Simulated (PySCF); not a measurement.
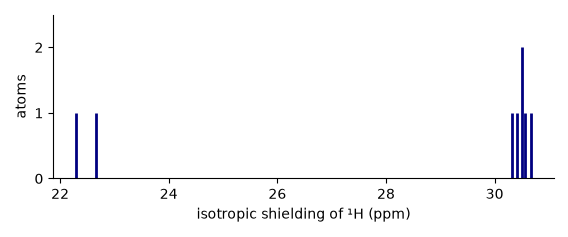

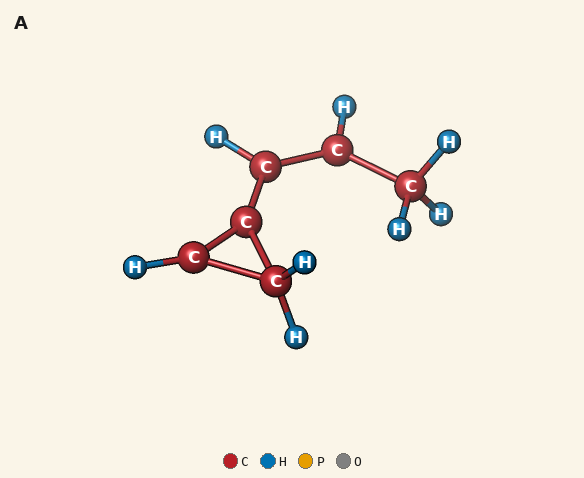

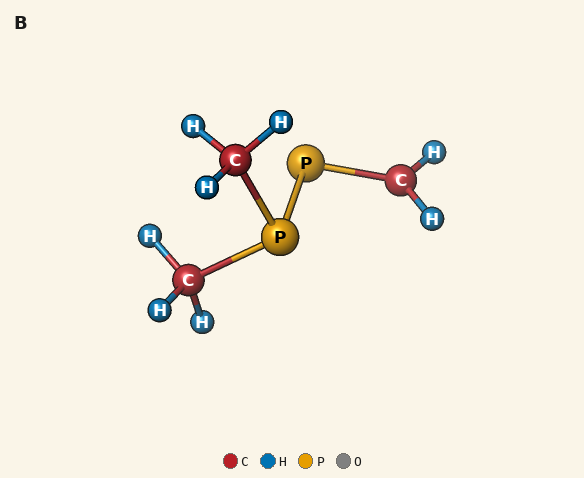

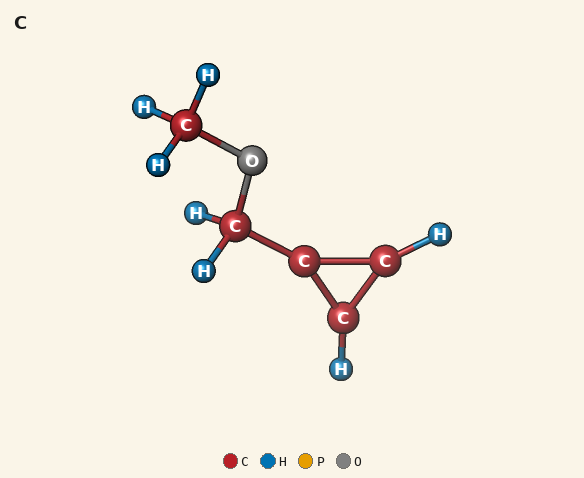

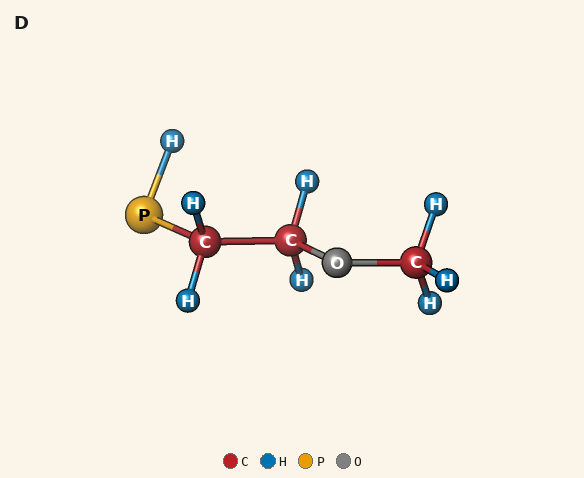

The sticks are computed shieldings of one of the molecules, for one fixed geometry (GFN2-xTB) without averaging over rotations. Low shielding means a high chemical shift. Method: GIAO PBE0/pcSseg-1 NMR shielding, non-relativistic, gas phase (PySCF 2.14.0).

Match the spectrum to a structure.

B, `C=PP(C)C`. Its 8 H atoms give lines at 22.29, 22.66, 30.32, 30.41, 30.50 (2 atoms), 30.56, 30.67 ppm.

The geometry is semi-empirical. Around P such bond lengths and angles can be off by a tenth of an ångström or more and by several degrees, and values that hang on the shape move with them.
